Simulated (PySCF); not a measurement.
Molecule: SMILES [SiH2]([O][Ge]([Cl])([Cl])[Cl])Cl, singlet. Atoms near the plane z = 1.0 Å, at the PBE0/def2-SVP optimised geometry (x, y, z in Å): Ge4 (-0.7, -1.0, 0.0), Cl5 (-1.4, 1.0, 0.0), Cl6 (-1.4, -2.0, 1.7), Cl7 (1.4, -1.0, 0.0).

Calculation: PBE0/def2-TZVP (PySCF). The values are rescaled to run from 0 to 1.

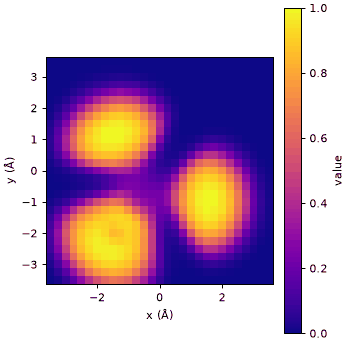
Figure. a field on the plane z = 1.0 Å.

### Question
Which quantity is mapped?
A. log10 of the electron density
B. Laplacian of the electron density
C. electron localisation function
D. deformation density (molecule minus spherical neutral atoms)

### Answer
C, electron localisation function
